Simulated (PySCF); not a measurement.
# SeSH2: relaxation and vibrations of the singlet

The task is one start of a wider search on SeSH2: the singlet, from a T-shaped (ligand arrangement 2) start. It is relaxed, tested by its Hessian and followed downhill if it is a saddle.

The runs use PySCF 2.14.0; PBE0, basis Se def2-TZVP, S def2-TZVP, H def2-TZVP, no relativity, density fitting.

## 1. The system as given

4 atoms, charge 0, spin multiplicity 1.

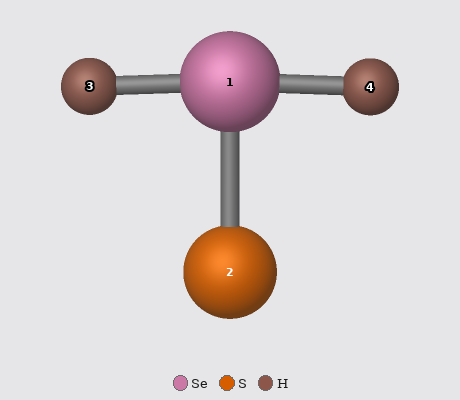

Start geometry, drawn with selenium pink, sulfur orange, hydrogen brown; atoms are numbered from 1 in the order of the file.

Coordinates in bohr (charge 0 multiplicity 1):
```
Se    0.0000    0.0000    0.0000
S     0.0000    0.0000    3.7983
H     2.7951    0.0000    0.0977
H    -2.7951    0.0000    0.0977
```

## 2. First SCF at the start

The steps below are one call of a driver around PySCF. For each, scf.py gives the equivalent set-up of the SCF; relaxations use the driver's own optimiser. After this first run the driver tries any further starts and a stability analysis.

The input, scf.py:

```python
from pyscf import gto, scf, dft
mol = gto.M(atom='''
Se     0.000000     0.000000     0.000000
S      0.000000     0.000000     2.010000
H      1.479100     0.000000     0.051700
H     -1.479100     0.000000     0.051700''',
    basis={'Se': 'def2-TZVP', 'S': 'def2-TZVP', 'H': 'def2-TZVP'},
    charge=0, spin=0)
mf = dft.RKS(mol, xc='PBE0')
mf.grids.atom_grid = (50, 194)
aux = {'Se': 'def2-universal-JKFIT', 'S': 'def2-universal-JKFIT', 'H': 'def2-universal-JKFIT'}
mf = mf.density_fit(auxbasis=aux)
mf.conv_tol = 1e-08
mf.diis_space = 10
mf.max_cycle = 60
mf.init_guess = 'minao'
mf.verbose = 4
mf.kernel()
```

Command:

```sh
> OMP_NUM_THREADS=2 python axn.py task.json out
```

The log of the run, shortened:

```text
[... the frontier levels of the middle cycles are left out ...]
init E= -2799.90069704004
  HOMO = -0.220884240569944  LUMO = -0.172315026803027  gap/eV = 1.32164
cycle= 1 E= -2800.23507586661  delta_E= -0.334  |g|= 0.578  |ddm|=  1.8
  HOMO = -0.128974094021487  LUMO = -0.0978244978898815  gap/eV = 0.84762
cycle= 2 E= -2799.46077850213  delta_E= 0.774  |g|= 1.47  |ddm|= 2.65
  HOMO = -0.191442045632704  LUMO = -0.178141005509523  gap/eV = 0.36194
cycle= 3 E= -2800.30666797476  delta_E= -0.846  |g|= 0.248  |ddm|= 2.57
cycle= 4 E= -2800.0946882538  delta_E= 0.212  |g|= 0.713  |ddm|= 2.56
cycle= 5 E= -2800.15908705883  delta_E= -0.0644  |g|= 0.603  |ddm|= 0.176
cycle= 6 E= -2800.31149026408  delta_E= -0.152  |g|= 0.208  |ddm|= 2.49
cycle= 7 E= -2800.13213853582  delta_E= 0.179  |g|= 0.653  |ddm|= 2.55
cycle= 8 E= -2800.1446498521  delta_E= -0.0125  |g|= 0.632  |ddm|= 0.0375
cycle= 9 E= -2800.1818986482  delta_E= -0.0372  |g|= 0.562  |ddm|= 0.127
cycle= 10 E= -2800.19962091199  delta_E= -0.0177  |g|= 0.526  |ddm|= 0.0705
cycle= 11 E= -2800.20941987857  delta_E= -0.0098  |g|= 0.506  |ddm|= 0.0423
cycle= 12 E= -2800.23848755328  delta_E= -0.0291  |g|= 0.432  |ddm|= 0.121
cycle= 13 E= -2800.26805567495  delta_E= -0.0296  |g|= 0.394  |ddm|= 2.44
cycle= 14 E= -2800.31084576894  delta_E= -0.0428  |g|= 0.219  |ddm|= 0.307
[... 1 cycles left out ...]
cycle= 16 E= -2800.34729899688  delta_E= -0.00378  |g|= 0.105  |ddm|= 0.365
cycle= 17 E= -2800.27445484524  delta_E= 0.0728  |g|= 0.431  |ddm|= 0.837
cycle= 18 E= -2800.27866364155  delta_E= -0.00421  |g|= 0.42  |ddm|= 0.0284
cycle= 19 E= -2800.25234611252  delta_E= 0.0263  |g|= 0.487  |ddm|= 0.137
cycle= 20 E= -2800.27644370432  delta_E= -0.0241  |g|= 0.43  |ddm|= 0.182
cycle= 21 E= -2800.31130746869  delta_E= -0.0349  |g|= 0.32  |ddm|= 0.264
cycle= 22 E= -2800.34138384103  delta_E= -0.0301  |g|= 0.162  |ddm|= 0.271
cycle= 23 E= -2800.34375367697  delta_E= -0.00237  |g|= 0.14  |ddm|= 0.0326
cycle= 24 E= -2800.35022478046  delta_E= -0.00647  |g|= 0.052  |ddm|= 0.112
cycle= 25 E= -2800.3512560284  delta_E= -0.00103  |g|= 0.00526  |ddm|= 0.0574
cycle= 26 E= -2800.3512655447  delta_E= -9.52e-06  |g|= 0.0013  |ddm|= 0.00481
cycle= 27 E= -2800.35126619339  delta_E= -6.49e-07  |g|= 0.000177  |ddm|= 0.00202
cycle= 28 E= -2800.35126620598  delta_E= -1.26e-08  |g|= 3.23e-05  |ddm|= 0.000208
cycle= 29 E= -2800.35126620646  delta_E= -4.72e-10  |g|= 4.65e-06  |ddm|= 4.93e-05
  HOMO = -0.212935891992604  LUMO = -0.167547400450182  gap/eV = 1.23508
Extra cycle  E= -2800.35126620645  delta_E= 9.09e-13  |g|= 3.96e-06  |ddm|= 9.46e-06
converged SCF energy = -2800.35126620645
```

This step, with its further starts and checks, ran for 3.6 s (2 threads of Intel Xeon 6975P-C (Granite Rapids), shared host).

No lower closed-shell solution turned up in the test of internal stability.

## 3. T-shaped (ligand arrangement 2) start, singlet: relaxation

The program finds C2v symmetry in the start, which this walk keeps. The walk stops when the largest gradient is under 0.0003 Eh/bohr and the energy has settled too.

Changes to scf.py since step 2:

```diff
@@ -3,4 +3,4 @@
-Se     0.000000     0.000000     0.000000
-S      0.000000     0.000000     2.010000
-H      1.479100     0.000000     0.051700
-H     -1.479100     0.000000     0.051700''',
+Se     0.000000     0.000000    -0.565107
+S      0.000000     0.000000     1.444893
+H      1.479100     0.000000    -0.513407
+H     -1.479100     0.000000    -0.513407''',
@@ -16 +15,0 @@
-mf.init_guess = 'minao'
```

Energy and gradient, step by step:

```csv
step,energy (Eh),change (kJ/mol),largest symmetric gradient (Eh/bohr)
0,-2800.351266,0.00,0.06440
1,-2800.364395,-34.47,0.01189
2,-2800.367683,-43.10,0.02036
3,-2800.373535,-58.47,0.02565
4,-2800.378158,-70.61,0.04678
5,-2800.389813,-101.20,0.05899
6,-2800.419283,-178.58,0.04801
7,-2800.431600,-210.92,0.03627
8,-2800.438341,-228.61,0.02035
9,-2800.439142,-230.72,0.00701
10,-2800.439216,-230.91,0.00107
11,-2800.439220,-230.92,0.00036
12,-2800.439221,-230.92,0.00001
```

The walk took 14 s.

Geometry (Å) and forces (eV/Å) at some steps:

```
step 0
Se   0.000   0.000  -0.565   0.000  -3.713  -2.216
S    0.000   0.000   1.445   0.000  -0.098   3.312
H    1.479   0.000  -0.513   1.772   1.906  -0.548
H   -1.479   0.000  -0.513  -1.772   1.906  -0.548
step 1
Se   0.000   0.000  -0.572   0.000  -3.407   0.605
S    0.000   0.000   1.550   0.000  -0.014   0.255
H    1.535   0.000  -0.563   0.612   1.710  -0.430
H   -1.535   0.000  -0.563  -0.612   1.710  -0.430
step 6
Se   0.000   0.000  -0.112   0.000   0.000  -2.469
S    0.000   0.000   1.974   0.000   0.000   0.495
H    1.365   0.000  -1.004  -2.262   0.000   0.987
H   -1.365   0.000  -1.004   2.262   0.000   0.987
step 12
Se   0.000   0.000  -0.121   0.000   0.000   0.000
S    0.000   0.000   1.999   0.000   0.000   0.000
H    1.157   0.000  -1.012   0.000   0.000   0.000
H   -1.157   0.000  -1.012   0.000   0.000   0.000
```

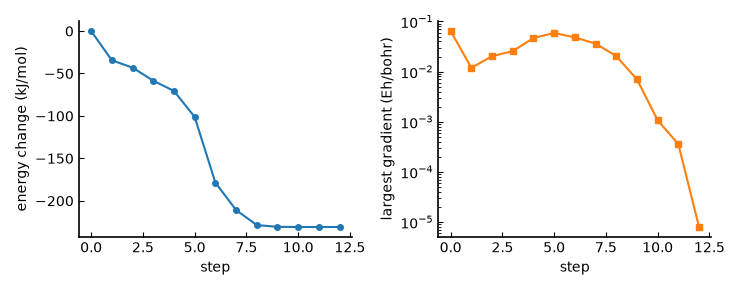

How energy and gradient fall.

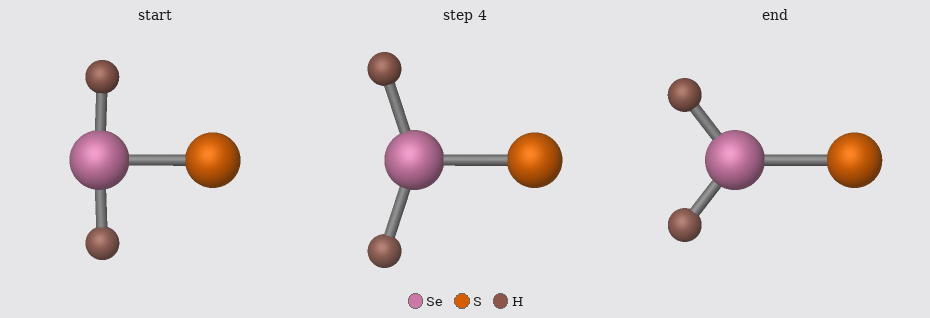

Start and end of the relaxation, with a step between.

It settles in C2v symmetry, 230.9 kJ/mol below the start, after 12 steps: Se–H 1.461 Å (×2), Se–S 2.119 Å; H–Se–H 104.8°, H–Se–S 127.6° (×2).

## 4. Is it a minimum? Harmonic modes

The point is checked on the finer grid, and tightened if its gradient asks for it. The Hessian and the dipole derivatives come from central differences of analytic gradients, with steps of 0.02 bohr.

Changes to scf.py since step 3:

```diff
@@ -3,4 +3,4 @@
-Se     0.000000     0.000000    -0.565107
-S      0.000000     0.000000     1.444893
-H      1.479100     0.000000    -0.513407
-H     -1.479100     0.000000    -0.513407''',
+Se     0.000000     0.000000    -0.579147
+S      0.000000     0.000000     1.540330
+H      1.157347     0.000000    -1.470558
+H     -1.157347     0.000000    -1.470558''',
@@ -10 +10 @@
-mf.grids.atom_grid = (50, 194)
+mf.grids.atom_grid = (75, 302)
@@ -13 +13 @@
-mf.conv_tol = 1e-08
+mf.conv_tol = 1e-10
```

The driver hands on the density of the step before, so the log starts near convergence.

Log of the central SCF (cycles and frontier levels):

```text
init E= -2800.43920113043
  HOMO = -0.215384978810938  LUMO = -0.0952514594790266  gap/eV = 3.26900
cycle= 1 E= -2800.43920113043  delta_E= 1.82e-12  |g|= 1.18e-06  |ddm|= 1.69e-06
  HOMO = -0.215385009075817  LUMO = -0.0952515705063348  gap/eV = 3.26900
Extra cycle  E= -2800.43920113042  delta_E= 5e-12  |g|= 1.71e-06  |ddm|= 2.46e-06
converged SCF energy = -2800.43920113042
```

The whole step took 21 s.

Geometry: C2v; Se–H 1.461 Å (×2), Se–S 2.119 Å; H–Se–H 104.8°, H–Se–S 127.6° (×2).

Modes, for the most abundant isotopes:

```csv
symmetry,ω (cm⁻¹),IR (km/mol),μ (u),type
b1,977i,63.9,1.07,bend
a1,432,3.4,29.00,stretch
b2,498,4.4,1.08,bend
a1,1060,100.0,1.03,bend
a1,2440,12.9,1.02,stretch
b2,2441,0.0,1.02,stretch
```

1 mode is imaginary, the largest at 977i cm⁻¹: a saddle point, not a minimum.

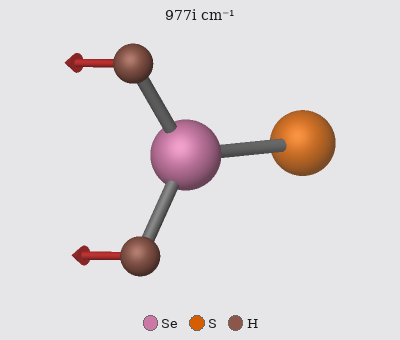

The imaginary mode, as arrows.

Constants and moments:

```
Dipole moment                                                   : 4.04 D
Highest occupied level                                          : -5.86 eV
Lowest empty level                                              : -2.59 eV
Rotational constants                                            : 6.244, 0.1575, 0.1536 cm⁻¹
Zero-point energy (real modes)                                  : 41.1 kJ/mol
Principal polarisabilities                                      : 31.0, 36.6, 67.0 bohr³
Atomisation energy without zero-point energy                    : 678 kJ/mol
Principal traceless quadrupole moments about the centre of mass : -5.41, 2.55, 2.86 D Å
```

Populations by atom (charges in e):

```
atom  Mulliken  Löwdin  polar tensor  Mayer order to Se1
 Se1      0.03    0.12          0.28                   –
  S2     -0.38   -0.25         -0.29                1.34
H3,4      0.18    0.06          0.00                0.83
```

Mulliken populations on Se1: s 7.67, p 16.02, d 10.26, f 0.02.

## 5. Downhill along the imaginary mode

The start is the last point, displaced along its most imaginary mode.

The program finds Cs symmetry in the start, which this walk keeps. Threshold on the gradient: 0.0003 Eh/bohr, with a further test on the energy change.

Changes to scf.py since step 4:

```diff
@@ -3,4 +3,4 @@
-Se     0.000000     0.000000    -0.579147
-S      0.000000     0.000000     1.540330
-H      1.157347     0.000000    -1.470558
-H     -1.157347     0.000000    -1.470558''',
+Se     0.000000     0.004300    -0.579147
+S      0.000000    -0.003182     1.540330
+H      1.157347    -0.120000    -1.470558
+H     -1.157347    -0.120000    -1.470558''',
@@ -10 +10 @@
-mf.grids.atom_grid = (75, 302)
+mf.grids.atom_grid = (50, 194)
@@ -13 +13 @@
-mf.conv_tol = 1e-10
+mf.conv_tol = 1e-08
```

Steps of the walk:

```csv
step,energy (Eh),change (kJ/mol),largest symmetric gradient (Eh/bohr)
0,-2800.441154,0.00,0.02236
1,-2800.464034,-60.07,0.04695
2,-2800.479066,-99.54,0.03595
3,-2800.487059,-120.52,0.01247
4,-2800.489758,-127.61,0.01925
5,-2800.490415,-129.34,0.00683
6,-2800.490524,-129.62,0.00067
7,-2800.490525,-129.62,0.00007
```

The walk took 8.3 s.

Geometry (Å) and forces (eV/Å) at some steps:

```
step 0
Se   0.000   0.004  -0.579   0.000   1.150  -0.120
S    0.000  -0.003   1.540   0.000  -0.347  -0.031
H    1.157  -0.120  -1.471  -0.061  -0.401   0.075
H   -1.157  -0.120  -1.471   0.061  -0.401   0.075
step 1
Se   0.000   0.216  -0.590   0.000   2.414   0.175
S    0.000  -0.067   1.530   0.000  -0.711  -0.781
H    1.143  -0.194  -1.460  -0.285  -0.852   0.303
H   -1.143  -0.194  -1.460   0.285  -0.852   0.303
step 4
Se   0.000   0.499  -0.604   0.000   0.088  -0.990
S    0.000  -0.160   1.343   0.000  -0.281   0.674
H    1.057  -0.289  -1.359  -0.219   0.096   0.158
H   -1.057  -0.289  -1.359   0.219   0.096   0.158
step 7
Se   0.000   0.511  -0.628   0.000   0.003  -0.002
S    0.000  -0.170   1.352   0.000  -0.001   0.000
H    1.041  -0.290  -1.352   0.004  -0.001   0.001
H   -1.041  -0.290  -1.352  -0.004  -0.001   0.001
```

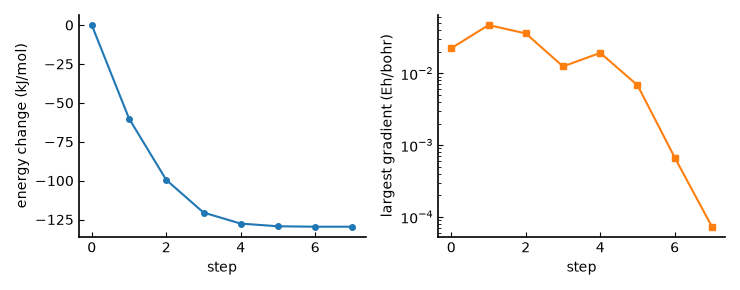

How energy and gradient fall.

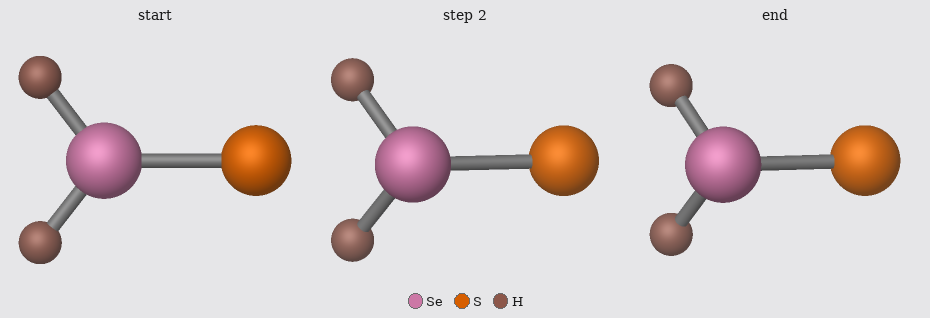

Start and end of the relaxation, with a step between.

End point (Cs, 7 steps, 129.6 kJ/mol gained): Se–H 1.500 Å (×2), Se–S 2.093 Å; H–Se–H 87.9°, H–Se–S 106.4° (×2).

## 6. Hessian and properties

As before: finer grid, then central differences.

Changes to scf.py since step 5:

```diff
@@ -3,4 +3,4 @@
-Se     0.000000     0.004300    -0.579147
-S      0.000000    -0.003182     1.540330
-H      1.157347    -0.120000    -1.470558
-H     -1.157347    -0.120000    -1.470558''',
+Se     0.000000     0.205202    -0.543072
+S      0.000000    -0.475592     1.436318
+H      1.041474    -0.595222    -1.266700
+H     -1.041474    -0.595222    -1.266700''',
@@ -10 +10 @@
-mf.grids.atom_grid = (50, 194)
+mf.grids.atom_grid = (75, 302)
@@ -13 +13 @@
-mf.conv_tol = 1e-08
+mf.conv_tol = 1e-10
```

Log of the central SCF (cycles and frontier levels):

```text
init E= -2800.49049129464
  HOMO = -0.232483559446796  LUMO = -0.0334880893138884  gap/eV = 5.41494
cycle= 1 E= -2800.49049129463  delta_E= 1.09e-11  |g|= 4.29e-06  |ddm|= 7.42e-06
  HOMO = -0.232484712058953  LUMO = -0.0334884271757353  gap/eV = 5.41496
Extra cycle  E= -2800.49049129464  delta_E= -1.82e-11  |g|= 4.83e-06  |ddm|= 8.44e-06
converged SCF energy = -2800.49049129464
```

The whole step ran for 26 s (2 threads of Intel Xeon 6975P-C (Granite Rapids), shared host).

Geometry: Cs; Se–H 1.500 Å (×2), Se–S 2.093 Å; H–Se–H 88.0°, H–Se–S 106.4° (×2).

Modes, for the most abundant isotopes:

```tsv
symmetry	ω (cm⁻¹)	IR (km/mol)	μ (u)	type
a'	473	32.4	36.06	stretch
a''	734	2.9	1.04	bend
a'	768	18.5	1.06	bend
a'	1057	25.7	1.02	bend
a''	2205	37.4	1.02	stretch
a'	2220	142	1.02	stretch
```

No imaginary mode, so this is a minimum.

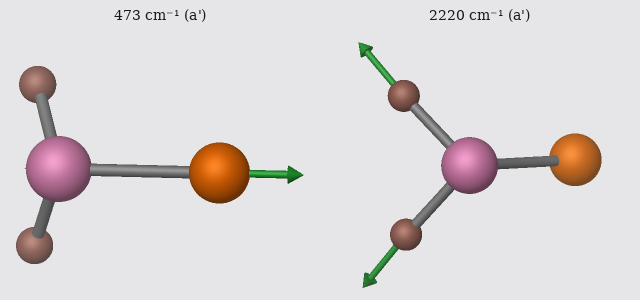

Displacements of 2 of the modes, as arrows (one member where a mode is degenerate).

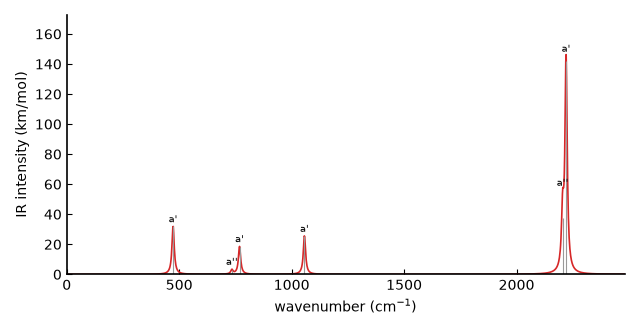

The harmonic infrared spectrum (widths in cm⁻¹). Lines are broadened to a width of 12 cm⁻¹ (Lorentzian).

Properties at this point:

- Dipole moment: 4.01 D
- Highest occupied level: -6.33 eV
- Lowest empty level: -0.91 eV
- Rotational constants: 4.116, 0.162, 0.1615 cm⁻¹
- Zero-point energy: 44.6 kJ/mol
- Principal polarisabilities: 33.8, 35.5, 65.1 bohr³
- Atomisation energy without zero-point energy: 813 kJ/mol
- Principal traceless quadrupole moments about the centre of mass: -3.00, 1.17, 1.83 D Å
- Entropy at 298.15 K and 1 bar: 266.4 J/(mol K)
- Heat capacity Cp at 298.15 K: 46.3 J/(mol K)
- Enthalpy at 298.15 K above 0 K: 11.13 kJ/mol
- Rotational symmetry number: 1

Charges (e) and bond orders:

```json
{"atom": "Se1", "Mulliken": "0.16", "Löwdin": "0.21", "polar tensor": "0.67", "Mayer order to Se1": "–"}
{"atom": "S2", "Mulliken": "-0.44", "Löwdin": "-0.29", "polar tensor": "-0.46", "Mayer order to Se1": "1.54"}
{"atom": "H3,4", "Mulliken": "0.14", "Löwdin": "0.04", "polar tensor": "-0.10", "Mayer order to Se1": "0.88"}
```

Mulliken populations on Se1: s 7.81, p 15.69, d 10.31, f 0.02.

## 7. The points found, side by side

| spin | group | bonds | imaginary modes (cm⁻¹) | ΔE (kJ/mol) | with zero-point energy |
| --- | --- | --- | --- | --- | --- |
| singlet | Cs | Se–H 1.500 Å (×2), Se–S 2.093 Å | none | 0.0 | 0.0 |
| singlet | C2v | Se–H 1.461 Å (×2), Se–S 2.119 Å | 977i | 134.7 | – |

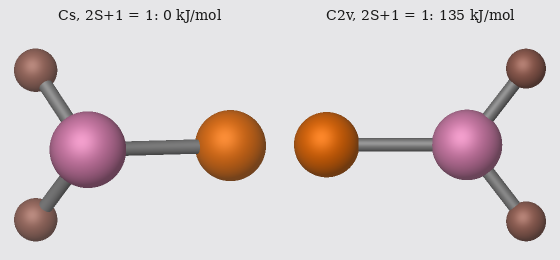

The points, lowest first (selenium pink, sulfur orange, hydrogen brown).

## 8. Outcome

```
                                 quantity                                                              value
                                  minimum                                                        singlet, Cs
                                 geometry  Se–H 1.500 Å (×2), Se–S 2.093 Å; H–Se–H 88.0°, H–Se–S 106.4° (×2)
                       wavenumbers (cm⁻¹)    473 (a'), 734 (a''), 768 (a'), 1057 (a'), 2205 (a''), 2220 (a')
                            dipole moment                                                             4.01 D
     highest occupied, lowest empty level                                                    -6.33, -0.91 eV
               polar-tensor charge of Se1                                                            +0.67 e
                        zero-point energy                                                        44.6 kJ/mol
                      entropy at 298.15 K                                                    266.4 J/(mol K)
atomisation energy (no zero-point energy)                                                         813 kJ/mol
```

In words: From C2v at the start the molecule goes to a Cs minimum, after a stop at a saddle point 134.7 kJ/mol higher, from which it was pushed off along an imaginary mode. The strongest infrared band lies at 2220 cm⁻¹ (a', stretch). Only this shape and spin were tried, so other structures or states may lie lower.

The search up to here took 73 s.
